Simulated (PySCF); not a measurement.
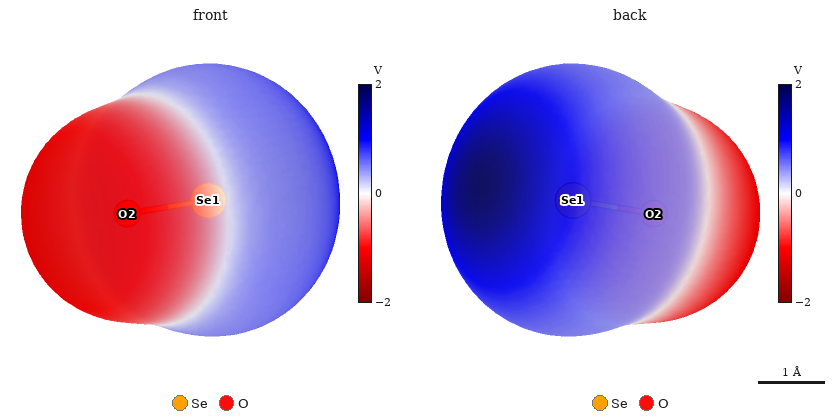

Figure. SeO (triplet). The electrostatic potential painted on the density surface at 0.002 e/bohr³, seen from the front and from behind; the colour scale runs from red (negative) to blue (positive).

Level of theory: PBE0/pcseg-1, non-relativistic, at a bond length of 1.668 Å in PySCF 2.14.0.

```xyz
2

Se    0.0000    0.0000   -0.2782
O     0.0000    0.0000    1.3898
```

**Describe the electrostatic potential map.**

The most negative region (about −1.2 V) lies over O2, the most positive (about +1.9 V) over Se1. O2 is the likeliest acceptor of a hydrogen bond.
